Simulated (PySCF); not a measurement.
Run report: Si⁺, atomic calculation

- system: Si⁺, configuration 1s2 2s2 2p6 3s1 3p1 3d1, multiplicity 4.
- method: unrestricted PBE, aug-cc-pwCVDZ, non-relativistic, point nucleus (PySCF)

### Summary

| quantity | value |
| --- | --- |
| outcome | converged |
| total energy | −288.401341 hartree |
| kinetic energy | 287.516718 hartree |
| ⟨S²⟩ | 3.750 |
| ⟨L²⟩ | 8.00 |
| SCF iterations | 6 |
| hardware | 1 CPU thread, shared host |
| CPU time | 0.53 s (integrals apart) |

### Notes

The driver held the occupations shell by shell, and empty p levels lie below the filled 3d. This is not the ground configuration of the species. ⟨L²⟩ departs from that of the intended term, so the determinant mixes terms.

### The input
```python
from pyscf import gto, scf, dft, mp, cc
import basis_set_exchange as bse
mol = gto.M(atom="Si 0 0 0", charge=1, spin=3, symmetry="D2h",
            basis=gto.basis.parse(bse.get_basis("aug-cc-pwCVDZ", elements=["Si"], fmt="nwchem")))
mf = dft.UKS(mol, xc="PBE")
mf.irrep_nelec = {'Ag': (3, 2), 'B2g': (1, 0), 'B1u': (1, 1), 'B2u': (2, 1), 'B3u': (1, 1)}
mf.kernel()
```

The script is an equivalent of what the driver set up; the driver started from orbitals of its own, so the log can be shorter than this script's would be, and it computed the properties (radii, ⟨L²⟩, response) afterwards. It held the occupations shell by shell, which the script's counts by irreducible representation don't always enforce.

### Output (extracts)
```
damping factor = 0
level_shift factor = 0
DIIS = <class 'pyscf.scf.diis.CDIIS'>
diis_start_cycle = 1
diis_space = 10
diis_damp = 0
SCF conv_tol = 1e-09
SCF conv_tol_grad = None
number electrons alpha = 8  beta = 5
XC functionals = PBE
    J. P. Perdew, K. Burke, and M. Ernzerhof.,  Phys. Rev. Lett. 77, 3865 (1996)
    J. P. Perdew, K. Burke, and M. Ernzerhof.,  Phys. Rev. Lett. 78, 1396 (1997)
    J. P. Perdew, K. Burke, and M. Ernzerhof.,  Phys. Rev. Lett. 77, 3865 (1996)
    J. P. Perdew, K. Burke, and M. Ernzerhof.,  Phys. Rev. Lett. 78, 1396 (1997)
cycle= 1 E= -288.401270997754  delta_E= -0.00551  |g|= 0.0192  |ddm|= 0.242
cycle= 2 E= -288.401335531669  delta_E= -6.45e-05  |g|= 0.0071  |ddm|= 0.094
cycle= 3 E= -288.401340968227  delta_E= -5.44e-06  |g|= 0.000613  |ddm|= 0.00464
cycle= 4 E= -288.401341066886  delta_E= -9.87e-08  |g|= 6.05e-05  |ddm|= 0.00134
cycle= 5 E= -288.401341069569  delta_E= -2.68e-09  |g|= 1.11e-06  |ddm|= 0.000667
cycle= 6 E= -288.40134106957  delta_E= -1.42e-12  |g|= 3.71e-08  |ddm|= 9.89e-06
converged SCF energy = -288.40134106957  <S^2> = 3.750018  2S+1 = 4.000009
```

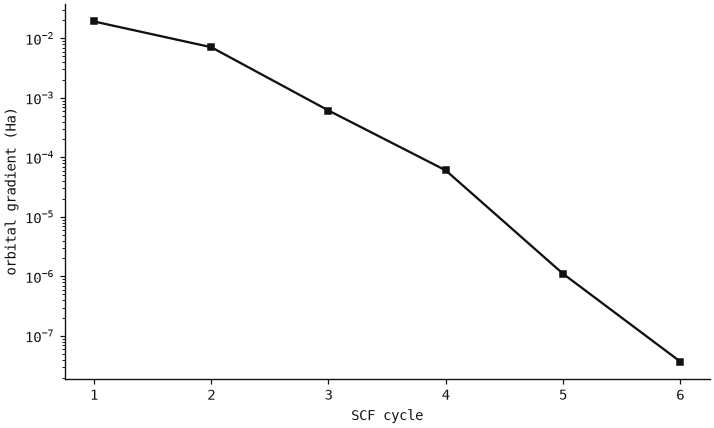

**Figure 1.** Convergence: orbital gradient against the SCF cycle. The residual falls at every step. It goes from 0.019 to 3.7×10⁻⁸ in 6 steps.

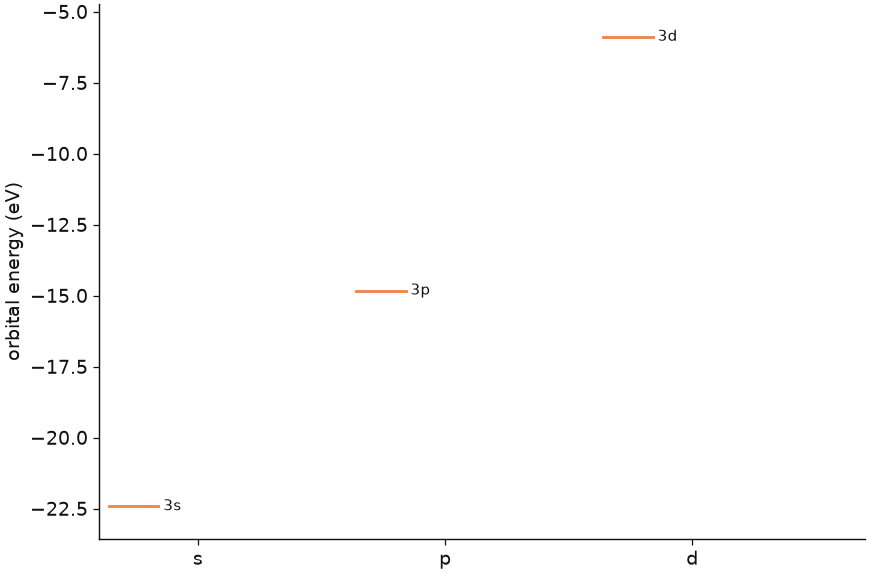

**Figure 2.** Orbital energies of the mean field, from the top down to −22.4 eV, by angular momentum, α spin at the left of each column and β at the right; ×n counts the orbitals under one label. Empty levels that the record names by l alone aren't drawn. The highest filled orbital is 3d α at −5.89 eV, the lowest empty one s β at −18.3 eV.
